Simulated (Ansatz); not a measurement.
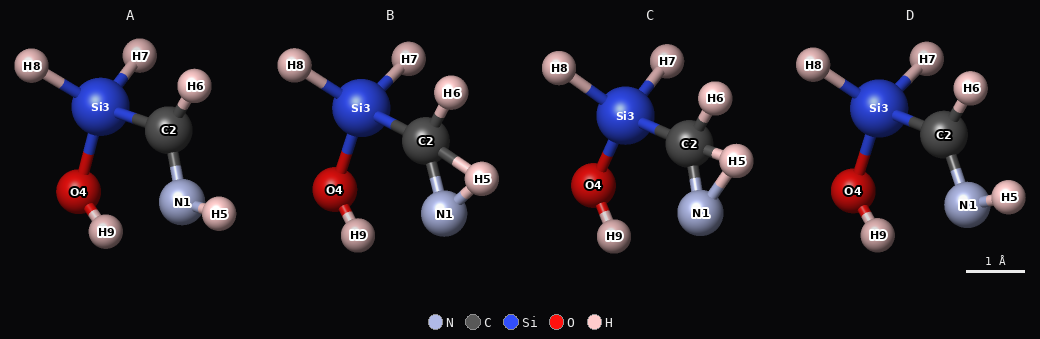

4 geometries from one relaxation of CH5NOSi, in shuffled order. Style: ball-and-stick. Shown from a free direction.

The run prepares an end point of a later path (hydrogen shift) calculation, from a guessed geometry.

These are results of Ansatz, RKS PBE-D4/def2-mTZVP, not measurements. (no spin polarisation; force threshold 0.02 eV/Å; at most 50 steps)

Put them in the order of the run, from the start to the converged end.

C, B, D, A. They are steps 0, 2, 4, 11, at +4.436 eV, +1.652 eV, +0.208 eV relative to the last. H5 moves most after the best rigid fit: 0.94 Å. Largest moves by element: H 0.94 Å, C 0.25 Å, N 0.23 Å, Si 0.20 Å, O 0.16 Å. Near-neighbour distances that change, for instance: C2–H5 1.090 → 1.937 Å, N1–H5 1.195 → 1.035 Å, Si3–O4 1.573 → 1.663 Å, N1–C2 1.235 → 1.285 Å. Bonds break, among them: C2–H5 (1.09 → 1.94 Å). Among the angles between lasting bonds that change: C2–N1–H5 53.3° → 112.8°, C2–Si3–O4 113.8° → 104.4°, Si3–O4–H9 113.6° → 108.6°. After 11 geometry steps the energy has fallen by 4.436 eV. Largest force component: 5.8 eV/Å at the start, 0.016 eV/Å at the end.
